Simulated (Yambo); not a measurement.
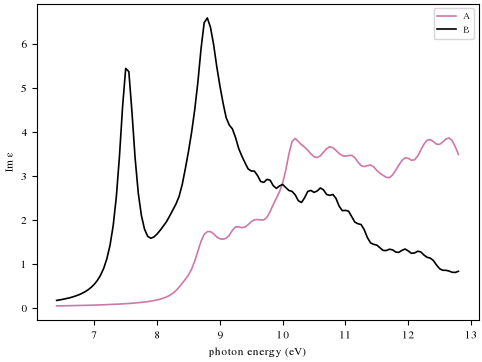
Figure. Two computed absorption spectra of YPO$_{4}$ (space group I4_1/amd, No. 141) (Yambo, PBEsol bands with the same scissor, field along x)

Axes are Cartesian, with cell vectors (Å) (-3.44, 3.44, 3.01), (3.44, -3.44, 3.01), (3.44, 3.44, -3.01).

Question: Which curve includes the electron-hole attraction (BSE), and where are its main peaks?

Answer: Curve B: the attraction moves weight to lower energy (centre of the plotted range 9.4 eV against 10.9 eV). Its peaks lie at 7.5 eV, 8.8 eV, 10.6 eV. Settings: 4×4×4 mesh, 16 valence and 14 conduction bands, static screening with 93 bands and a 3 Ry block, scissor 2.32 eV, Tamm-Dancoff. The scissor comes from a G0W0 run whose convergence isn't established. Broadening 0.15 eV. The band window holds all transitions up to 12.8 eV. Fine structure above the onset can come from the mesh.

Geometry of the Materials Project entry, not relaxed at this level; primitive cell a = 5.728 Å, b = 5.728 Å, c = 5.728 Å, α = 106.05°, β = 106.05°, γ = 116.55°.
